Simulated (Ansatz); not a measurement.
Partial pair distribution functions of a relaxed model of amorphous Ca18Al24O54, broadened by 0.06 Å; density 2.92 g/cm³. Calculation: PBE, scalar-relativistic without spin-orbit coupling (plane waves to 420 eV, PAW; Ansatz, a first-principles code).

The cell was made by melting and quenching with the CHGNet potential and then relaxed with DFT. O atoms were pushed apart under 1.9 Å during the dynamics, to hinder bonds among them. The hot cell started wider than the set density and was brought back towards it in steps. It is the lowest in DFT energy of 2 quenches. It is a model cell: composition and starting density were chosen by hand, and all elements were melted together. No dispersion term was used. Its density started from a set value of 3.16 and ended at 2.92 g/cm³. Cooling (nominally 360 K/ps over its main leg) ran many orders faster than in experiment, which tends to leave more defects and strain. Values belong to this one cell and scatter from quench to quench. Volume and shape were free in the relaxation.

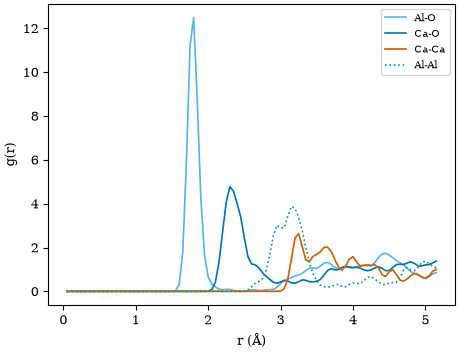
Fig. 1. Partial pair distribution functions

Highest peaks under 4.5 Å: Al-O near 1.80 Å, Ca-O near 2.30 Å, Ca-Ca near 3.25 Å, Al-Al near 3.15 Å; pairs of few atoms are noisy.

Within 2.38 Å each Al has 4.17 O neighbours on average.
